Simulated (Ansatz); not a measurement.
The reference is BAs in the zinc blende structure (space group F-43m, No. 216; a = 4.784 Å).

The change: a fraction x = 0.333 of the As sites is given to N, ordered in a cell of 6 atoms (starting symmetry Imm2) and fully relaxed.

Level of theory: r2SCAN/PAW in Ansatz (an electronic-structure program), no spin-orbit coupling.

The zone is the changed cell's own and can be folded.

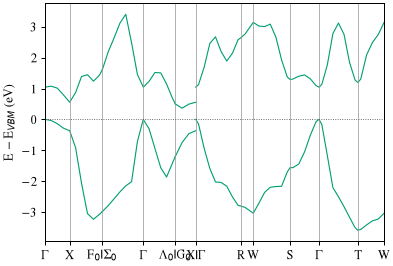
Fig. 1. Highest valence and lowest conduction band along the path of the changed cell's own zone

Q: From the figure, how large is the changed gap, and is it direct?

A: About 0.4 eV, indirect, Γ → G₀–X (33 % along).

Each cell is one ordered arrangement of few atoms, which overstates ordering effects compared with a random alloy. Stability against distortions was not tested. Labels are those of the standard path for the cell's own space group.
